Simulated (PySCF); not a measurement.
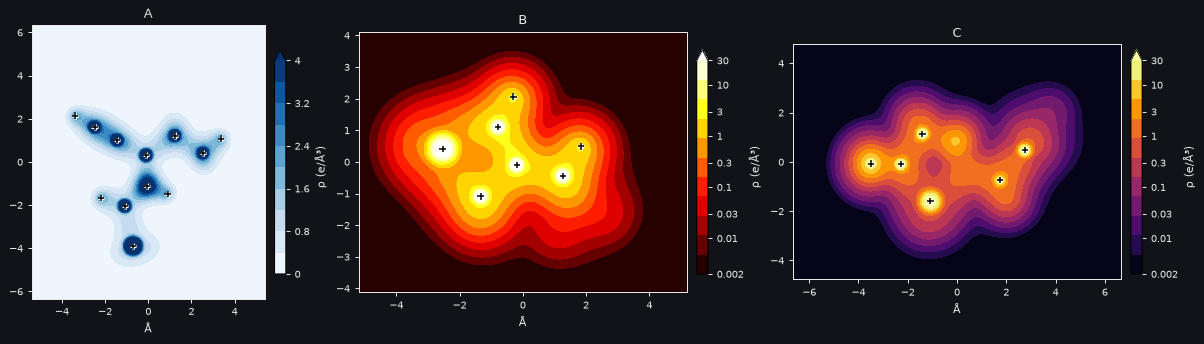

The electron density of 3 systems, each on a plane through atoms (crosses mark nuclei in the plane).

The calculation used PBE0/pcSseg-1, SCF density, gas phase, non-relativistic in PySCF 2.14.0.

System 1: C₆H₁₄B₂NP (SMILES C#CB(NBP)C(C)(C)C), the plane of atoms B3, N4 and B5. Geometry: GFN2-xTB.

```yaml
atoms:
  - { symbol: C, position_ang: [1.0678, 2.6500, -1.6252] }
  - { symbol: C, position_ang: [0.7866, 1.6211, -1.0660] }
  - { symbol: B, position_ang: [0.3612, 0.3519, -0.3588] }
  - { symbol: N, position_ang: [1.3342, -0.5945, 0.0555] }
  - { symbol: B, position_ang: [2.7330, -0.5448, -0.0794] }
  - { symbol: P, position_ang: [3.8042, -1.9182, 0.6795] }
  - { symbol: C, position_ang: [-1.2070, 0.1274, -0.0712] }
  - { symbol: C, position_ang: [-1.5353, -1.2453, 0.5307] }
  - { symbol: C, position_ang: [-2.0080, 0.2872, -1.3734] }
  - { symbol: C, position_ang: [-1.6728, 1.2126, 0.9156] }
  - { symbol: H, position_ang: [1.3287, 3.5449, -2.1132] }
  - { symbol: H, position_ang: [0.9587, -1.4120, 0.5218] }
  - { symbol: H, position_ang: [3.2351, 0.3873, -0.5779] }
  - { symbol: H, position_ang: [4.6646, -2.1015, -0.3858] }
  - { symbol: H, position_ang: [3.0070, -3.0039, 0.3536] }
  - { symbol: H, position_ang: [-2.6090, -1.3386, 0.6891] }
  - { symbol: H, position_ang: [-1.0467, -1.3797, 1.4948] }
  - { symbol: H, position_ang: [-1.2270, -2.0485, -0.1371] }
  - { symbol: H, position_ang: [-1.8247, 1.2628, -1.8168] }
  - { symbol: H, position_ang: [-3.0753, 0.1900, -1.1778] }
  - { symbol: H, position_ang: [-1.7221, -0.4736, -2.0970] }
  - { symbol: H, position_ang: [-1.1410, 1.1273, 1.8615] }
  - { symbol: H, position_ang: [-1.4840, 2.2028, 0.5078] }
  - { symbol: H, position_ang: [-2.7401, 1.1149, 1.1108] }
```

System 2: C₈H₁₄Si, the plane of atoms C7, C6 and C9. Geometry: GFN2-xTB.

```xyz
23

C    -0.9958    2.7352    0.9618
C    -0.6876    1.8494    0.0342
C    -0.6586    0.3643    0.2558
C    -1.6331   -0.3292   -0.7122
C    -1.7161   -1.8278   -0.4517
C     0.7414   -0.1270    0.0616
C     1.5911   -0.6489    0.9576
Si    2.9943   -0.8769   -0.2744
C     1.5122   -0.1093   -1.2387
H    -1.0035    3.7937    0.7631
H    -1.2563    2.4391    1.9650
H    -0.4294    2.1706   -0.9664
H    -0.9651    0.1489    1.2862
H    -2.6227    0.1190   -0.5920
H    -1.3083   -0.1490   -1.7392
H    -0.7326   -2.2861   -0.5346
H    -2.3828   -2.3032   -1.1683
H    -2.0964   -2.0186    0.5499
H     1.4011   -0.8209    2.0053
H     4.1767   -0.0275   -0.1400
H     3.3589   -2.2408   -0.6588
H     1.6497    0.8922   -1.6437
H     1.0581   -0.7203   -2.0177
```

System 3: C₆H₁₃BO₂Si, the plane of atoms C7, C8 and O9. Geometry: GFN2-xTB.

```xyz
23

C    -2.2362   -1.5587   -0.6826
B    -1.8051   -0.2472    0.0677
C    -2.5805    1.1053   -0.1613
C    -0.5318   -0.2802    1.0237
C     0.6600    0.3719    0.3118
O     0.9015   -0.3427   -0.9115
C     2.0616    0.1078   -1.5483
C     3.1974    0.2535   -0.5467
O     4.3551    0.3771   -0.8550
Si    2.3634    0.2774    1.1902
H    -3.1607   -1.4790   -1.2490
H    -1.4405   -1.8155   -1.3821
H    -2.3230   -2.4110   -0.0109
H    -3.5910    1.0220    0.2387
H    -2.1200    1.9733    0.3047
H    -2.7025    1.3174   -1.2223
H    -0.6946    0.2839    1.9442
H    -0.2428   -1.2929    1.3052
H     0.3939    1.4104    0.0512
H     1.9056    1.1009   -2.0062
H     2.3088   -0.6042   -2.3384
H     2.7235    1.4548    1.9724
H     2.5532   -0.9976    1.8737
```

Q: Match each panel to its system.

A: Panel A is system 1, C₆H₁₄B₂NP: the plane holds C, B, N, P and H. C–C (1.20 Å): ρ at the midpoint is about 2.8 e/Å³. Panel B is system 2, C₈H₁₄Si: the plane holds C, Si and H. C–C (1.34 Å): ρ at the midpoint is about 2.3 e/Å³. Panel C is system 3, C₆H₁₃BO₂Si: the plane holds B, C, O and Si. C–O (1.20 Å): ρ at the midpoint is about 3.3 e/Å³.
